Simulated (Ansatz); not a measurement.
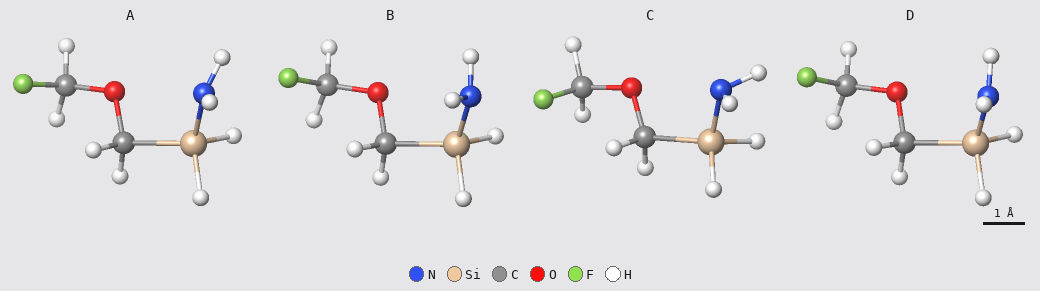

4 geometries from one relaxation of C2H8FNOSi, in shuffled order. The picture is a ball-and-stick view, seen from a free direction.

The run prepares an end point of a later path (inversion) calculation, from a guessed geometry.

Level of theory: RKS BLYP/def2-SVP in Ansatz. (no spin polarisation; force threshold 0.015 eV/Å; at most 40 steps)

Order the frames from highest to lowest energy.

C, A, D, B. They are steps 0, 4, 7, 15, at +21.0 kcal/mol, +1.55 kcal/mol, +0.58 kcal/mol relative to the last. An H atom moves most after the best rigid fit: 0.80 Å. Largest moves by element: H 0.80 Å, F 0.57 Å, N 0.30 Å, Si 0.20 Å, O 0.20 Å, C 0.16 Å. Some distances before and after: N–Si 1.651 → 1.748 Å, H–Si 1.438 → 1.502 Å, C–F 1.343 → 1.401 Å, C–H 1.058 → 1.114 Å. Bond angles that change, for instance: Si–N–H 107.4° → 117.9°, Si–C–O 118.3° → 108.3°, Si–N–H 109.2° → 118.5°. Over 15 geometry steps the energy falls by 21.0 kcal/mol. Largest force component: 4.4 eV/Å at the start, 0.012 eV/Å at the end. Cost: 36 s on 2 threads of AMD EPYC 7R13 Processor (Zen 3) (shared host), peak memory 0.21 GiB.
